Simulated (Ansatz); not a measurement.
# SnSe2 (P-3m1): the dielectric response by several routes, part 2 of 2

How strongly does SnSe2 (P-3m1) screen? Routes: perturbation theory, a sum over states and the RPA step of G0W0.

Ansatz 0.2.0; linear response on PBE, plane waves, PAW. Known limits of the many-body steps: not at the basis limit; no spin-orbit coupling; coarse k mesh.

So far. Step 2 (Response to a homogeneous field): One over ε∞ averages 0.08, well under the quarter of exact exchange in PBE0, which by this rule of thumb may open the gap too far. Step 3 (Independent-particle spectrum): The sum gives ε∞ = 13.25 and 13.79 without local fields.

In doubt: the program warns that the response may not be converged on this k-mesh (step 2), which bears on dielectric and field responses.

**3. Independent-particle spectrum (continued)**

Level of this step: independent-particle optics on PBE, plane waves, PAW; PAW set soft_1 (Ansatz).

Independent particles, no local fields, Gaussian width 0.2 eV. Table of ε₁ by photon energy:

```csv
photon energy (eV),xx=yy,zz
0,13.2,13.7
1,15.8,17.7
2,16.8,10.8
3,12.1,5.94
4,3.84,12.7
5,-2.65,0.303
6,-4.67,-6.44
7,-2.58,-3.94
8,0.428,-0.0432
9,-2.49,-2.48
10,-1.78,-2.30
11,-1.33,-1.52
12,-1.06,-1.05
13,-0.683,-0.843
14,-0.698,-0.668
15,-0.456,-0.383
16,-0.230,-0.169
17,-0.0234,-0.00854
18,0.0853,0.0767
19,0.188,0.196
20,0.318,0.325
21,0.374,0.396
22,0.477,0.486
23,0.542,0.55
24,0.620,0.635
25,0.767,0.782
```

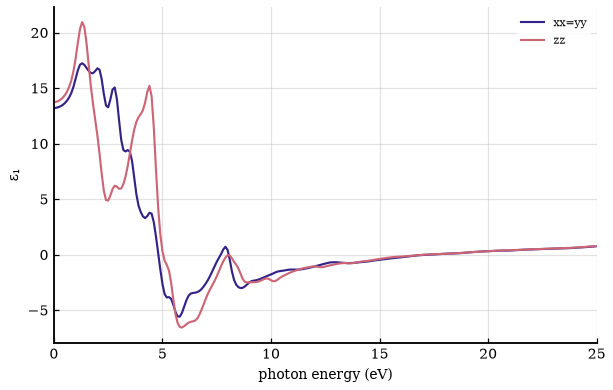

ε₁, plotted against photon energy.

**4. RPA screening from the G0W0 run**

Now the one-shot GW correction: screening in the RPA, then the self-energy of the levels asked for. This step takes PAW set soft_1 files.

This step: G0W0 on PBE, plane waves, PAW; PAW set soft_1.

Contents of input.yaml:

```yaml
crystal:
  lattice:
    - [3.811, 0.0, 0.0]
    - [-1.9055, 3.3004228138, 0.0]
    - [0.0, 0.0, 6.136]
  atoms:
    - { symbol: Sn, position: [0.0, 0.0, 0.0] }
    - { symbol: Se, position: [0.3333333333, 0.6666666667, 0.2614399677] }
    - { symbol: Se, position: [0.6666666667, 0.3333333333, 0.7385600323] }
kpoints:
  mp_grid: { grid: [6, 6, 4] }
hamiltonian:
  xc: pbe
  pseudopotentials: { kind: paw, azcp: { folder: soft_1 } }
scf:
  occupations: { method: fixed }
gw:
  n_empty_bands: 495
  ecut_chi: 200.0
  qp_bands: [v2, c2]
  qp_kpoints: band_edges
  screening: { model: contour_deformation }
```

The run is started by

```sh
> ansatz run input.yaml --threads 3 --pin off --max-ram 92160MiB --backend cuda --events-out ev --progress --plain --runs-dir out --devices 1 --max-vram 13GiB
```

Numbers of over 12 decimals in the logs are rounded to 6 here.

Log:

```text
GPUs: using 1 of 1 available (devices: 1).
[...]
GPU FFT provider: cuFFT
GPU libraries: cuBLAS 13.8.2, cuFFT 12.4.0, cuSOLVER 12.3.4
Crystal: 3 atoms, lattice volume = 77.178 Å³
Basis set: ecut = 420 eV, 1485 PW (Γ)
Bands: 28, of which v1, the nominal top of the filled ones, is band 23 counted from 1 (22 counted from 0)
Symmetry: 12 space group operations
[...]
k-points: 24 of 144
[...]
1    25     11.0538    -8.4206    -4.1999   -12.5975  0.7724    11.0308    11.0308  root
[...]
23    22      7.5327   -17.3922     1.5805   -15.1997  0.7215     6.9058     6.9207  root
    23    23      7.5327   -17.3922     1.5805   -15.1997  0.7215     6.9058     6.9207  root
    23    24     10.1903   -11.9121    -3.9945   -15.8864  0.7134    10.1701    10.1701  root
    23    25     12.2199    -7.9741    -4.3343   -12.2840  0.7712    12.1955    12.1955  root
[key lines of the parts left out:]
SCF converged after 8 iterations
Free energy (F): -16963.419068 eV
Fermi energy:    7.889192 eV
```

The job ended after 52 s (1 × NVIDIA H100 80GB HBM3 (shared by 6 runs) with 3 threads of AMD EPYC 7R13 (Zen 3), shared host; peak memory 2.6 GiB; 78 s of CPU time).

This step gave:

| Property | Result |
| --- | --- |
| bands summed | 518 |
| RPA ε∞ on this mesh (eigenvalues) | 11.01, 14.42, 14.42 |
| plane waves in the screening matrix | 525 |
| G0W0 gap on the mesh | 1.164 eV |
| k of the valence top | 0, 0.1667, -0.25 |
| k of the conduction bottom | 0, -0.5, -0.5 |
| starting gap on the mesh | 0.7024 eV |
| least direct G0W0 gap on the computed points | 1.651 eV |

The gap on the mesh goes from 0.70 eV to 1.16 eV, a correction of +0.46 eV. Between the two edge states, bare exchange in place of the xc potential would open the gap by 4.81 eV, and correlation takes back 4.35 eV.

Mean over the mesh in bins of 0.25 1/Å. Static inverse dielectric function, diagonal against length of q+G:

```csv
length of q+G (Å⁻¹),"static inverse dielectric function, diagonal"
0.30,0.119
0.77,0.232
0.98,0.297
1.49,0.465
2.00,0.614
2.26,0.673
2.76,0.762
3.25,0.827
3.50,0.854
4.00,0.901
4.25,0.919
4.75,0.945
5.25,0.962
5.50,0.968
6.00,0.978
6.50,0.985
6.75,0.987
7.19,0.991
```

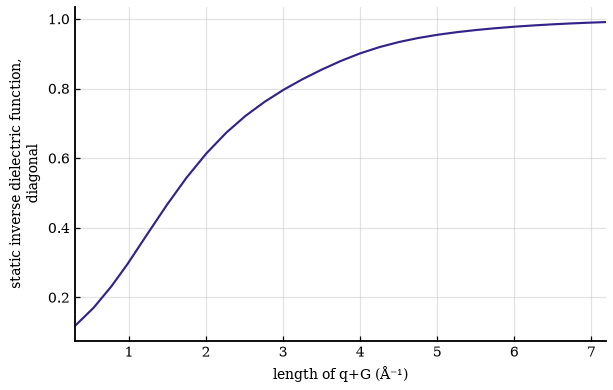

Static inverse dielectric function, diagonal, plotted against length of q+G.

**5. The values together**

Times are wall times on 1 × NVIDIA H100 80GB HBM3 (shared by 6 runs) with 3 threads of AMD EPYC 7R13 (Zen 3), shared host, good to a factor of about two.

```
                                          method                             mesh  ε∞, low  middle   high   mean     time
perturbation theory (local fields and xc kernel)  6×6×4 (response on 1568 points)    10.98   12.59  12.59  12.05  1.9 min
               sum over states (no local fields)                          12×12×4    13.25   13.25  13.79  13.43  2.1 min
           RPA with local fields, on the GW mesh                            6×6×4    11.01   14.42  14.42  13.28     52 s
```

**6. Outcome**

```json
{"perturbation theory (local fields and xc kernel)": "10.98, 12.59, 12.59", "sum over states (no local fields)": "13.25, 13.25, 13.79", "RPA with local fields, on the GW mesh": "11.01, 14.42, 14.42"}
```

Mean Born effective charge: Sn1 4.16, Se2 -2.08 e. The most distinct maxima of the ε₂ (xx=yy) lie at 3.7, 4.8 and 8.2 eV, the highest at 3.7 eV. The loss function (xx=yy) has its highest peak at 17.7 eV. The sum without local fields gives 13.43 in the mean against 12.05 by perturbation theory; local fields lower ε∞ and the xc kernel gives part of it back, though the sum also carries the error of its own mesh. The RPA values on the 6×6×4 mesh average 1.10 times those of perturbation theory (means 13.28 and 12.05, which can hide unlike anisotropies). Without the xc kernel RPA should lie a little lower; it lies higher here. Perturbation theory sums its response on a denser mesh of its own, so the coarser sum of the GW run is the likely cause. PBE usually puts the gap too low, which tends to raise ε∞. Ions are clamped, so the lattice part of the static constant is not in these numbers.

[Paths, hosts, dates, memory and timing lines, banners, echoed tables and standing remarks are left out of the program output.]

[Logs are printed without paths, hosts, clocks, repeated set-up lines and the standing remarks that a program may print on its own settings, such as how far it seeks lower states.]

[Runs of the session that timed out or met a known fault of the program may be left out.]

[Cells called generated may have been cut or substituted from an entry of the Crystallography Open Database or the Materials Project.]

[Hosts, paths, dates, database ids (printed as entryN), source tags and the programs' standing remarks are cut or masked in the printed files.]
